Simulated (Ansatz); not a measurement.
```yaml
atoms:
  - { symbol: C, position_ang: [-1.7289, -0.2329, 0.0846] }
  - { symbol: Si, position_ang: [-0.0649, 0.4623, -0.3966] }
  - { symbol: C, position_ang: [1.2791, -0.7489, 0.0826] }
  - { symbol: O, position_ang: [2.5341, -0.2633, -0.3026] }
  - { symbol: H, position_ang: [-1.7561, -0.4012, 1.1808] }
  - { symbol: H, position_ang: [-2.5250, 0.4855, -0.1993] }
  - { symbol: H, position_ang: [-1.8938, -1.1953, -0.4420] }
  - { symbol: H, position_ang: [-0.0291, 0.6855, -1.8494] }
  - { symbol: H, position_ang: [0.1529, 1.7373, 0.3025] }
  - { symbol: H, position_ang: [1.2471, -0.9568, 1.1751] }
  - { symbol: H, position_ang: [2.7846, 0.4279, 0.3645] }
```

Not at a stationary point (largest force 1.9 eV/Å).

Level of theory: Ansatz, SCF B3LYP, Gaussian basis.

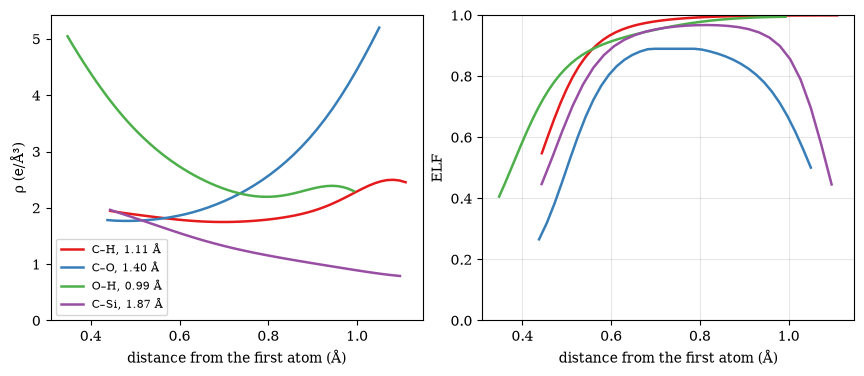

C₂H₇OSi (SMILES C[SiH2][CH]O) (doublet). Total electron density and electron localisation function along straight lines between neighbouring atoms. The curves leave out the atomic cores.

### What can be read from the curves?

C–H (1.11 Å): ρ is about 1.8 e/Å³ halfway; the ELF climbs to about 1 towards the hydrogen, as it does in any bond to H (an ordinary covalent bond to hydrogen).
C–O (1.40 Å): ρ is about 2.1 e/Å³ halfway, with its minimum of 1.8 e/Å³ about 0.5 Å from C; the ELF peaks at about 0.90 between the atoms: a shared but strongly polarised pair.
O–H (0.99 Å): ρ is about 3.4 e/Å³ halfway; the ELF climbs to about 1 towards the hydrogen (an ordinary covalent bond to hydrogen).
C–Si (1.87 Å): ρ is about 0.97 e/Å³ halfway; the ELF peaks at about 0.95 between the atoms (localised, covalent bonding).
